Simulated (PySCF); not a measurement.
H3Br2GeNO, SMILES [NH2][Ge]([OH])([Br])[Br] at its CAM-B3LYP/def2-SVP optimised geometry (Å):

```
8

N      1.1770    -1.0405     0.0000
Ge    -0.6136    -1.0405     0.0000
O     -1.1068    -1.8441     1.4751
Br    -1.3150    -2.1404    -1.8860
Br    -1.6337     1.0405     0.0000
H      1.6315    -0.5637     0.7738
H      1.6337    -0.8392    -0.8841
H     -2.0191    -1.6599     1.7328
```

Calculation: PySCF with CAM-B3LYP/def2-TZVP. Cells within 0.4 Å of a nucleus heavier than hydrogen are left out (blank, or x).

Map of the electron localisation function on the plane z = 1.2 Å:

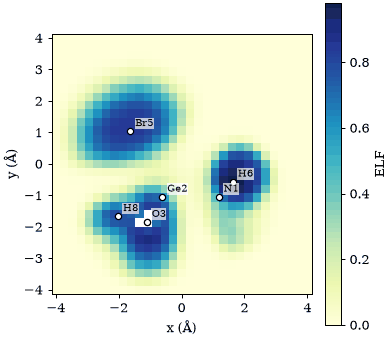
Figure. Electron localisation function on the plane z = 1.2 Å.
